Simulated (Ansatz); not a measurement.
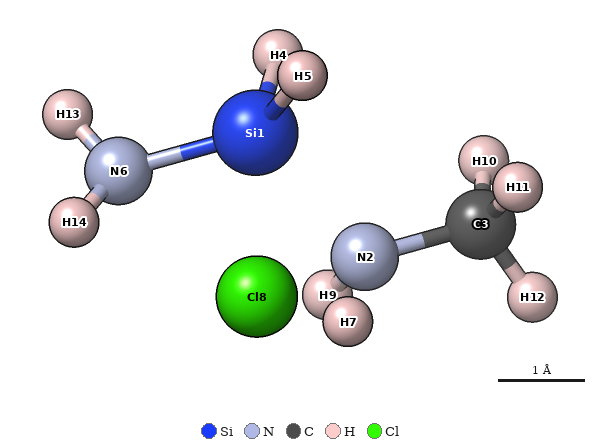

*The structure as given in the input (ball-and-stick view, seen at a tilt; atoms are numbered from 1 in the order of the input).*

Bond lengths as drawn: C–H 1.09 Å, C–N 1.44 Å, H–N 1.01 Å, H–Si 1.46 to 1.48 Å and N–Si 1.71 Å.

**Run report: CH9ClN2Si, molecular dynamics (part 1 of 5)**

The run: molecular dynamics of CH9ClN2Si. Method and program: UKS PBE-D4/STO-3G (Ansatz 0.2.0).

It belongs to a series of runs on one base structure; here: dynamics from the start. Figures and captions count atoms from 1; the log counts them from 0 in places.

### Output
```
Engine: ansatz 0.2.0, aarch64-unknown-linux-gnu
Functional definition: PBE
  parameter kappa = 0.804
  parameter beta = 0.06672455060314922
  exchange = pbe_x(kappa = kappa, mu = beta*pi^2/3)
  correlation = pbe_c(beta = beta)
593 factors; integrals over basis functions are off by at most 1.1e-5 eV
mean field evaluation 1: about -24265.6874 eV, gradient 2.0e1 eV
mean field evaluation 2: about -24259.9173 eV, gradient 3.8e1 eV
mean field evaluation 4: about -24268.5607 eV, gradient 3.0e0 eV
mean field evaluation 8: about -24268.5218 eV, gradient 2.6e-2 eV
mean field -24268.52177303 eV, -891.8517253638 hartree, gradient 2.7e-5 eV, S^2 0.000000; 0 other end points of the search recorded, 0 dependent functions left out
the calculation of the forces begins
reference -24268.52180061 eV, -891.8517263777 hartree; 30, 30 occupied and 12, 12 virtual orbitals, 593 factors
md step     0: t =     0.00 fs  T =   600.0 K  F+E_penalty+E_count = -24268.84213246 eV  E_kin = 0.930672 eV  conserved = -24267.91146047 eV  (24 SCF iters)
these checks for a lower state are left out or cut short: starts, cluster_reference, orbital_swaps, neighbouring_geometries, increment
593 factors; integrals over basis functions are off by at most 1.1e-5 eV
mean field evaluation 16: about -24268.6157 eV, gradient 5.1e-3 eV
mean field -24268.51813736 eV, -891.8515917557 hartree, gradient 8.1e-6 eV, S^2 0.000000; 0 other end points of the search recorded, 0 dependent functions left out
the calculation of the forces begins
reference -24268.51816494 eV, -891.8515927689 hartree; 30, 30 occupied and 12, 12 virtual orbitals, 593 factors
md step     1: t =     0.50 fs  T =   598.2 K  F+E_penalty+E_count = -24268.83856379 eV  E_kin = 0.927823 eV  conserved = -24267.91074076 eV  (28 SCF iters, 3 dispersion substeps)
[... from here on the SCF iterations and repeated set-up lines of each step are left out, up to the last step ...]
md step     2: t =     1.00 fs  T =   582.0 K  F+E_penalty+E_count = -24268.81221600 eV  E_kin = 0.902781 eV  conserved = -24267.90943520 eV  (29 SCF iters, 3 dispersion substeps)
md step     3: t =     1.50 fs  T =   562.7 K  F+E_penalty+E_count = -24268.78105959 eV  E_kin = 0.872844 eV  conserved = -24267.90821552 eV  (30 SCF iters, 3 dispersion substeps)
md step     4: t =     2.00 fs  T =   551.2 K  F+E_penalty+E_count = -24268.76253636 eV  E_kin = 0.854960 eV  conserved = -24267.90757653 eV  (27 SCF iters, 3 dispersion substeps)
md step     5: t =     2.50 fs  T =   553.3 K  F+E_penalty+E_count = -24268.76593558 eV  E_kin = 0.858273 eV  conserved = -24267.90766231 eV  (27 SCF iters, 3 dispersion substeps)
md step     6: t =     3.00 fs  T =   568.4 K  F+E_penalty+E_count = -24268.79004492 eV  E_kin = 0.881727 eV  conserved = -24267.90831768 eV  (27 SCF iters, 3 dispersion substeps)
md step     7: t =     3.50 fs  T =   590.6 K  F+E_penalty+E_count = -24268.82541360 eV  E_kin = 0.916083 eV  conserved = -24267.90933038 eV  (26 SCF iters, 3 dispersion substeps)
md step     8: t =     4.00 fs  T =   610.8 K  F+E_penalty+E_count = -24268.85788895 eV  E_kin = 0.947368 eV  conserved = -24267.91052126 eV  (26 SCF iters, 3 dispersion substeps)
md step     9: t =     4.50 fs  T =   619.3 K  F+E_penalty+E_count = -24268.87211027 eV  E_kin = 0.960597 eV  conserved = -24267.91151293 eV  (26 SCF iters, 3 dispersion substeps)
md step    10: t =     5.00 fs  T =   610.0 K  F+E_penalty+E_count = -24268.85776294 eV  E_kin = 0.946193 eV  conserved = -24267.91157017 eV  (26 SCF iters, 3 dispersion substeps)
md step    11: t =     5.50 fs  T =   586.4 K  F+E_penalty+E_count = -24268.81980380 eV  E_kin = 0.909571 eV  conserved = -24267.91023311 eV  (26 SCF iters, 3 dispersion substeps)
md step    12: t =     6.00 fs  T =   563.7 K  F+E_penalty+E_count = -24268.78300244 eV  E_kin = 0.874437 eV  conserved = -24267.90856578 eV  (26 SCF iters, 3 dispersion substeps)
md step    13: t =     6.50 fs  T =   558.6 K  F+E_penalty+E_count = -24268.77516597 eV  E_kin = 0.866489 eV  conserved = -24267.90867648 eV  (26 SCF iters, 3 dispersion substeps)
md step    14: t =     7.00 fs  T =   572.5 K  F+E_penalty+E_count = -24268.79857234 eV  E_kin = 0.888021 eV  conserved = -24267.91055130 eV  (26 SCF iters, 3 dispersion substeps)
md step    15: t =     7.50 fs  T =   592.8 K  F+E_penalty+E_count = -24268.83093794 eV  E_kin = 0.919530 eV  conserved = -24267.91140842 eV  (26 SCF iters, 3 dispersion substeps)
md step    16: t =     8.00 fs  T =   613.5 K  F+E_penalty+E_count = -24268.86168284 eV  E_kin = 0.951643 eV  conserved = -24267.91004023 eV  (26 SCF iters, 3 dispersion substeps)
md step    17: t =     8.50 fs  T =   643.8 K  F+E_penalty+E_count = -24268.90744141 eV  E_kin = 0.998655 eV  conserved = -24267.90878621 eV  (26 SCF iters, 3 dispersion substeps)
md step    18: t =     9.00 fs  T =   690.8 K  F+E_penalty+E_count = -24268.98129468 eV  E_kin = 1.071451 eV  conserved = -24267.90984322 eV  (26 SCF iters, 3 dispersion substeps)
md step    19: t =     9.50 fs  T =   741.9 K  F+E_penalty+E_count = -24269.06322506 eV  E_kin = 1.150831 eV  conserved = -24267.91239411 eV  (27 SCF iters, 3 dispersion substeps)
md step    20: t =    10.00 fs  T =   771.6 K  F+E_penalty+E_count = -24269.11103024 eV  E_kin = 1.196797 eV  conserved = -24267.91423365 eV  (28 SCF iters, 3 dispersion substeps)
md step    21: t =    10.50 fs  T =   759.4 K  F+E_penalty+E_count = -24269.09212673 eV  E_kin = 1.177974 eV  conserved = -24267.91415251 eV  (28 SCF iters, 3 dispersion substeps)
md step    22: t =    11.00 fs  T =   703.0 K  F+E_penalty+E_count = -24269.00276059 eV  E_kin = 1.090417 eV  conserved = -24267.91234408 eV  (27 SCF iters, 3 dispersion substeps)
md step    23: t =    11.50 fs  T =   616.7 K  F+E_penalty+E_count = -24268.86637887 eV  E_kin = 0.956603 eV  conserved = -24267.90977598 eV  (28 SCF iters, 3 dispersion substeps)
md step    24: t =    12.00 fs  T =   523.5 K  F+E_penalty+E_count = -24268.71951932 eV  E_kin = 0.812030 eV  conserved = -24267.90748890 eV  (29 SCF iters, 3 dispersion substeps)
md step    25: t =    12.50 fs  T =   444.8 K  F+E_penalty+E_count = -24268.59603073 eV  E_kin = 0.690007 eV  conserved = -24267.90602370 eV  (29 SCF iters, 3 dispersion substeps)
md step    26: t =    13.00 fs  T =   395.2 K  F+E_penalty+E_count = -24268.51830508 eV  E_kin = 0.613002 eV  conserved = -24267.90530349 eV  (30 SCF iters, 3 dispersion substeps)
md step    27: t =    13.50 fs  T =   381.9 K  F+E_penalty+E_count = -24268.49742839 eV  E_kin = 0.592369 eV  conserved = -24267.90505973 eV  (28 SCF iters, 3 dispersion substeps)
md step    28: t =    14.00 fs  T =   407.0 K  F+E_penalty+E_count = -24268.53657794 eV  E_kin = 0.631330 eV  conserved = -24267.90524746 eV  (29 SCF iters, 3 dispersion substeps)
md step    29: t =    14.50 fs  T =   467.8 K  F+E_penalty+E_count = -24268.63168784 eV  E_kin = 0.725607 eV  conserved = -24267.90608070 eV  (28 SCF iters, 3 dispersion substeps)
md step    30: t =    15.00 fs  T =   555.0 K  F+E_penalty+E_count = -24268.76868391 eV  E_kin = 0.860901 eV  conserved = -24267.90778290 eV  (27 SCF iters, 3 dispersion substeps)
md step    31: t =    15.50 fs  T =   651.5 K  F+E_penalty+E_count = -24268.92079401 eV  E_kin = 1.010495 eV  conserved = -24267.91029866 eV  (27 SCF iters, 3 dispersion substeps)
md step    32: t =    16.00 fs  T =   733.2 K  F+E_penalty+E_count = -24269.05028899 eV  E_kin = 1.137228 eV  conserved = -24267.91306099 eV  (27 SCF iters, 3 dispersion substeps)
md step    33: t =    16.50 fs  T =   775.6 K  F+E_penalty+E_count = -24269.11799235 eV  E_kin = 1.203061 eV  conserved = -24267.91493166 eV  (27 SCF iters, 3 dispersion substeps)
md step    34: t =    17.00 fs  T =   764.7 K  F+E_penalty+E_count = -24269.10079573 eV  E_kin = 1.186189 eV  conserved = -24267.91460693 eV  (27 SCF iters, 3 dispersion substeps)
md step    35: t =    17.50 fs  T =   708.2 K  F+E_penalty+E_count = -24269.01017441 eV  E_kin = 1.098477 eV  conserved = -24267.91169703 eV  (27 SCF iters, 3 dispersion substeps)
md step    36: t =    18.00 fs  T =   637.0 K  F+E_penalty+E_count = -24268.89581991 eV  E_kin = 0.988116 eV  conserved = -24267.90770422 eV  (27 SCF iters, 3 dispersion substeps)
md step    37: t =    18.50 fs  T =   590.9 K  F+E_penalty+E_count = -24268.82187664 eV  E_kin = 0.916618 eV  conserved = -24267.90525824 eV  (26 SCF iters, 3 dispersion substeps)
md step    38: t =    19.00 fs  T =   594.6 K  F+E_penalty+E_count = -24268.82807667 eV  E_kin = 0.922233 eV  conserved = -24267.90584365 eV  (27 SCF iters, 3 dispersion substeps)
md step    39: t =    19.50 fs  T =   643.8 K  F+E_penalty+E_count = -24268.90741858 eV  E_kin = 0.998588 eV  conserved = -24267.90883035 eV  (27 SCF iters, 3 dispersion substeps)
md step    40: t =    20.00 fs  T =   710.8 K  F+E_penalty+E_count = -24269.01488873 eV  E_kin = 1.102542 eV  conserved = -24267.91234680 eV  (27 SCF iters, 3 dispersion substeps)
md step    41: t =    20.50 fs  T =   761.7 K  F+E_penalty+E_count = -24269.09584952 eV  E_kin = 1.181468 eV  conserved = -24267.91438154 eV  (27 SCF iters, 3 dispersion substeps)
md step    42: t =    21.00 fs  T =   775.1 K  F+E_penalty+E_count = -24269.11629686 eV  E_kin = 1.202256 eV  conserved = -24267.91404091 eV  (27 SCF iters, 3 dispersion substeps)
md step    43: t =    21.50 fs  T =   750.5 K  F+E_penalty+E_count = -24269.07625583 eV  E_kin = 1.164040 eV  conserved = -24267.91221557 eV  (27 SCF iters, 3 dispersion substeps)
md step    44: t =    22.00 fs  T =   701.1 K  F+E_penalty+E_count = -24268.99796740 eV  E_kin = 1.087532 eV  conserved = -24267.91043497 eV  (27 SCF iters, 3 dispersion substeps)
md step    45: t =    22.50 fs  T =   641.7 K  F+E_penalty+E_count = -24268.90459441 eV  E_kin = 0.995281 eV  conserved = -24267.90931302 eV  (27 SCF iters, 3 dispersion substeps)
md step    46: t =    23.00 fs  T =   581.7 K  F+E_penalty+E_count = -24268.81075168 eV  E_kin = 0.902237 eV  conserved = -24267.90851489 eV  (27 SCF iters, 3 dispersion substeps)
md step    47: t =    23.50 fs  T =   527.8 K  F+E_penalty+E_count = -24268.72634399 eV  E_kin = 0.818635 eV  conserved = -24267.90770901 eV  (27 SCF iters, 3 dispersion substeps)
md step    48: t =    24.00 fs  T =   486.2 K  F+E_penalty+E_count = -24268.66113330 eV  E_kin = 0.754093 eV  conserved = -24267.90704069 eV  (28 SCF iters, 3 dispersion substeps)
md step    49: t =    24.50 fs  T =   461.6 K  F+E_penalty+E_count = -24268.62290157 eV  E_kin = 0.715995 eV  conserved = -24267.90690640 eV  (28 SCF iters, 3 dispersion substeps)
md step    50: t =    25.00 fs  T =   454.1 K  F+E_penalty+E_count = -24268.61189121 eV  E_kin = 0.704317 eV  conserved = -24267.90757438 eV  (28 SCF iters, 3 dispersion substeps)
md step    51: t =    25.50 fs  T =   456.5 K  F+E_penalty+E_count = -24268.61709631 eV  E_kin = 0.708154 eV  conserved = -24267.90894260 eV  (28 SCF iters, 3 dispersion substeps)
md step    52: t =    26.00 fs  T =   456.3 K  F+E_penalty+E_count = -24268.61822035 eV  E_kin = 0.707779 eV  conserved = -24267.91044181 eV  (28 SCF iters, 3 dispersion substeps)
md step    53: t =    26.50 fs  T =   440.7 K  F+E_penalty+E_count = -24268.59471772 eV  E_kin = 0.683604 eV  conserved = -24267.91111355 eV  (28 SCF iters, 3 dispersion substeps)
md step    54: t =    27.00 fs  T =   406.3 K  F+E_penalty+E_count = -24268.54021418 eV  E_kin = 0.630162 eV  conserved = -24267.91005262 eV  (28 SCF iters, 3 dispersion substeps)
md step    55: t =    27.50 fs  T =   366.0 K  F+E_penalty+E_count = -24268.47502525 eV  E_kin = 0.567744 eV  conserved = -24267.90728120 eV  (28 SCF iters, 3 dispersion substeps)
md step    56: t =    28.00 fs  T =   347.9 K  F+E_penalty+E_count = -24268.44398620 eV  E_kin = 0.539580 eV  conserved = -24267.90440624 eV  (26 SCF iters, 3 dispersion substeps)
md step    57: t =    28.50 fs  T =   378.8 K  F+E_penalty+E_count = -24268.49138699 eV  E_kin = 0.587538 eV  conserved = -24267.90384903 eV  (28 SCF iters, 3 dispersion substeps)
md step    58: t =    29.00 fs  T =   463.5 K  F+E_penalty+E_count = -24268.62562100 eV  E_kin = 0.718957 eV  conserved = -24267.90666395 eV  (28 SCF iters, 3 dispersion substeps)
md step    59: t =    29.50 fs  T =   575.8 K  F+E_penalty+E_count = -24268.80447279 eV  E_kin = 0.893169 eV  conserved = -24267.91130379 eV  (28 SCF iters, 3 dispersion substeps)
md step    60: t =    30.00 fs  T =   672.4 K  F+E_penalty+E_count = -24268.95793850 eV  E_kin = 1.043022 eV  conserved = -24267.91491646 eV  (28 SCF iters, 3 dispersion substeps)
md step    61: t =    30.50 fs  T =   718.8 K  F+E_penalty+E_count = -24269.03049536 eV  E_kin = 1.114925 eV  conserved = -24267.91557010 eV  (26 SCF iters, 3 dispersion substeps)
md step    62: t =    31.00 fs  T =   707.3 K  F+E_penalty+E_count = -24269.01048893 eV  E_kin = 1.097072 eV  conserved = -24267.91341651 eV  (27 SCF iters, 3 dispersion substeps)
md step    63: t =    31.50 fs  T =   656.6 K  F+E_penalty+E_count = -24268.92870295 eV  E_kin = 1.018390 eV  conserved = -24267.91031310 eV  (27 SCF iters, 3 dispersion substeps)
md step    64: t =    32.00 fs  T =   595.2 K  F+E_penalty+E_count = -24268.83148620 eV  E_kin = 0.923274 eV  conserved = -24267.90821269 eV  (26 SCF iters, 3 dispersion substeps)
md step    65: t =    32.50 fs  T =   544.5 K  F+E_penalty+E_count = -24268.75210515 eV  E_kin = 0.844557 eV  conserved = -24267.90754802 eV  (26 SCF iters, 3 dispersion substeps)
md step    66: t =    33.00 fs  T =   513.0 K  F+E_penalty+E_count = -24268.70313535 eV  E_kin = 0.795760 eV  conserved = -24267.90737520 eV  (26 SCF iters, 3 dispersion substeps)
md step    67: t =    33.50 fs  T =   503.8 K  F+E_penalty+E_count = -24268.68842452 eV  E_kin = 0.781494 eV  conserved = -24267.90693017 eV  (26 SCF iters, 3 dispersion substeps)
md step    68: t =    34.00 fs  T =   520.4 K  F+E_penalty+E_count = -24268.71366645 eV  E_kin = 0.807150 eV  conserved = -24267.90651673 eV  (26 SCF iters, 3 dispersion substeps)
md step    69: t =    34.50 fs  T =   564.6 K  F+E_penalty+E_count = -24268.78270758 eV  E_kin = 0.875733 eV  conserved = -24267.90697472 eV  (26 SCF iters, 3 dispersion substeps)
md step    70: t =    35.00 fs  T =   630.3 K  F+E_penalty+E_count = -24268.88633751 eV  E_kin = 0.977695 eV  conserved = -24267.90864276 eV  (26 SCF iters, 3 dispersion substeps)
md step    71: t =    35.50 fs  T =   700.9 K  F+E_penalty+E_count = -24268.99805489 eV  E_kin = 1.087168 eV  conserved = -24267.91088737 eV  (26 SCF iters, 3 dispersion substeps)
md step    72: t =    36.00 fs  T =   755.0 K  F+E_penalty+E_count = -24269.08363326 eV  E_kin = 1.171130 eV  conserved = -24267.91250285 eV  (26 SCF iters, 3 dispersion substeps)
md step    73: t =    36.50 fs  T =   777.8 K  F+E_penalty+E_count = -24269.11897206 eV  E_kin = 1.206456 eV  conserved = -24267.91251627 eV  (26 SCF iters, 3 dispersion substeps)
md step    74: t =    37.00 fs  T =   769.5 K  F+E_penalty+E_count = -24269.10443877 eV  E_kin = 1.193602 eV  conserved = -24267.91083724 eV  (26 SCF iters, 3 dispersion substeps)
md step    75: t =    37.50 fs  T =   746.3 K  F+E_penalty+E_count = -24269.06599980 eV  E_kin = 1.157609 eV  conserved = -24267.90839032 eV  (26 SCF iters, 3 dispersion substeps)
md step    76: t =    38.00 fs  T =   731.3 K  F+E_penalty+E_count = -24269.04098748 eV  E_kin = 1.134281 eV  conserved = -24267.90670621 eV  (26 SCF iters, 3 dispersion substeps)
md step    77: t =    38.50 fs  T =   739.9 K  F+E_penalty+E_count = -24269.05474747 eV  E_kin = 1.147636 eV  conserved = -24267.90711124 eV  (28 SCF iters, 3 dispersion substeps)
md step    78: t =    39.00 fs  T =   768.0 K  F+E_penalty+E_count = -24269.10093406 eV  E_kin = 1.191215 eV  conserved = -24267.90971857 eV  (28 SCF iters, 3 dispersion substeps)
md step    79: t =    39.50 fs  T =   791.3 K  F+E_penalty+E_count = -24269.14047012 eV  E_kin = 1.227470 eV  conserved = -24267.91299970 eV  (28 SCF iters, 3 dispersion substeps)
md step    80: t =    40.00 fs  T =   780.1 K  F+E_penalty+E_count = -24269.12471720 eV  E_kin = 1.210041 eV  conserved = -24267.91467576 eV  (28 SCF iters, 3 dispersion substeps)
md step    81: t =    40.50 fs  T =   719.6 K  F+E_penalty+E_count = -24269.02951171 eV  E_kin = 1.116225 eV  conserved = -24267.91328674 eV  (28 SCF iters, 3 dispersion substeps)
md step    82: t =    41.00 fs  T =   623.6 K  F+E_penalty+E_count = -24268.87661516 eV  E_kin = 0.967268 eV  conserved = -24267.90934716 eV  (28 SCF iters, 3 dispersion substeps)
md step    83: t =    41.50 fs  T =   528.6 K  F+E_penalty+E_count = -24268.72527790 eV  E_kin = 0.819944 eV  conserved = -24267.90533426 eV  (29 SCF iters, 3 dispersion substeps)
md step    84: t =    42.00 fs  T =   471.6 K  F+E_penalty+E_count = -24268.63539488 eV  E_kin = 0.731554 eV  conserved = -24267.90384044 eV  (29 SCF iters, 3 dispersion substeps)
md step    85: t =    42.50 fs  T =   467.2 K  F+E_penalty+E_count = -24268.62980778 eV  E_kin = 0.724618 eV  conserved = -24267.90518961 eV  (28 SCF iters, 3 dispersion substeps)
md step    86: t =    43.00 fs  T =   503.5 K  F+E_penalty+E_count = -24268.68861704 eV  E_kin = 0.781024 eV  conserved = -24267.90759343 eV  (28 SCF iters, 3 dispersion substeps)
md step    87: t =    43.50 fs  T =   557.3 K  F+E_penalty+E_count = -24268.77391272 eV  E_kin = 0.864481 eV  conserved = -24267.90943189 eV  (27 SCF iters, 3 dispersion substeps)
md step    88: t =    44.00 fs  T =   608.5 K  F+E_penalty+E_count = -24268.85421799 eV  E_kin = 0.943817 eV  conserved = -24267.91040116 eV  (27 SCF iters, 3 dispersion substeps)
md step    89: t =    44.50 fs  T =   644.9 K  F+E_penalty+E_count = -24268.91116397 eV  E_kin = 1.000277 eV  conserved = -24267.91088649 eV  (27 SCF iters, 3 dispersion substeps)
md step    90: t =    45.00 fs  T =   660.4 K  F+E_penalty+E_count = -24268.93543214 eV  E_kin = 1.024323 eV  conserved = -24267.91110911 eV  (27 SCF iters, 3 dispersion substeps)
md step    91: t =    45.50 fs  T =   653.0 K  F+E_penalty+E_count = -24268.92385765 eV  E_kin = 1.012917 eV  conserved = -24267.91094106 eV  (27 SCF iters, 3 dispersion substeps)
md step    92: t =    46.00 fs  T =   625.7 K  F+E_penalty+E_count = -24268.88082916 eV  E_kin = 0.970581 eV  conserved = -24267.91024773 eV  (27 SCF iters, 3 dispersion substeps)
md step    93: t =    46.50 fs  T =   586.9 K  F+E_penalty+E_count = -24268.81956461 eV  E_kin = 0.910386 eV  conserved = -24267.90917902 eV  (27 SCF iters, 3 dispersion substeps)
md step    94: t =    47.00 fs  T =   548.9 K  F+E_penalty+E_count = -24268.75946193 eV  E_kin = 0.851460 eV  conserved = -24267.90800192 eV  (27 SCF iters, 3 dispersion substeps)
md step    95: t =    47.50 fs  T =   525.2 K  F+E_penalty+E_count = -24268.72157883 eV  E_kin = 0.814667 eV  conserved = -24267.90691178 eV  (26 SCF iters, 3 dispersion substeps)
md step    96: t =    48.00 fs  T =   527.4 K  F+E_penalty+E_count = -24268.72443087 eV  E_kin = 0.818072 eV  conserved = -24267.90635866 eV  (27 SCF iters, 3 dispersion substeps)
md step    97: t =    48.50 fs  T =   560.4 K  F+E_penalty+E_count = -24268.77638245 eV  E_kin = 0.869259 eV  conserved = -24267.90712333 eV  (27 SCF iters, 3 dispersion substeps)
md step    98: t =    49.00 fs  T =   615.9 K  F+E_penalty+E_count = -24268.86480724 eV  E_kin = 0.955351 eV  conserved = -24267.90945625 eV  (27 SCF iters, 3 dispersion substeps)
md step    99: t =    49.50 fs  T =   671.4 K  F+E_penalty+E_count = -24268.95377097 eV  E_kin = 1.041364 eV  conserved = -24267.91240672 eV  (27 SCF iters, 3 dispersion substeps)
```
